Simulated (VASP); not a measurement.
Band structure of VSe (relaxed from the CsCl type structure, space group Pm-3m). These are PBEsol GGA, VASP's PBE PAW potentials (set 64) (plane waves; VASP) values and carry that method's errors.

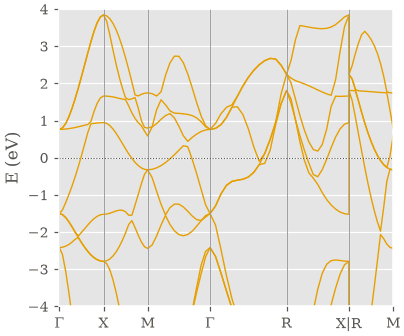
Bands along high-symmetry lines, zero at the valence-band maximum or, without a gap, the Fermi level

Read the plot: is there a gap, and where are the band edges?

It has no gap at this level: it comes out as a metal or semimetal. (Edges off the drawn lines would not show.)

The structure was generated: VSe was put into the CsCl type type (Pm-3m), which need not be its known phase. It was relaxed first, which changed the volume by -37 %. The run is not spin-polarised, so no magnetic state was tried. The electron count is odd and the run is not spin-polarised, which forces a metal.
